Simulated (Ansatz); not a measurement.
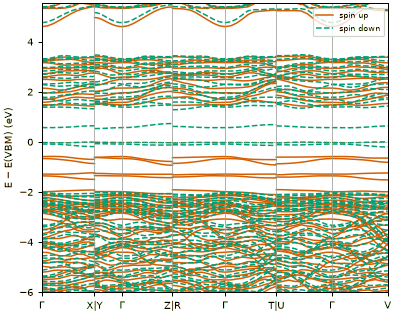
Fig. 1. Band structure from PBE (plane waves, PAW; program Ansatz)

The gap is 0.53 eV; an edge lies off the plotted path or next to a special point (maximum at V, minimum off the standard path).

The material is CoLi$_{2}$Nb$_{4}$O$_{12}$ in space group P1 (No. 1; Pearson symbol aP19).

The start of the workflow was typed in or built on a structure type; neither database checked (COD, Materials Project) lists it. Its standing as an ambient phase is unchecked. Symmetry was held in the PBE relaxation; whether a distortion lowers the energy is not shown. Magnetic state: ferromagnetic, the only order run, not a proven ground state. No Hubbard U is applied. Spin–orbit coupling is left out wherever it is not named.

Potentials: the later of the program's two PAW sets.
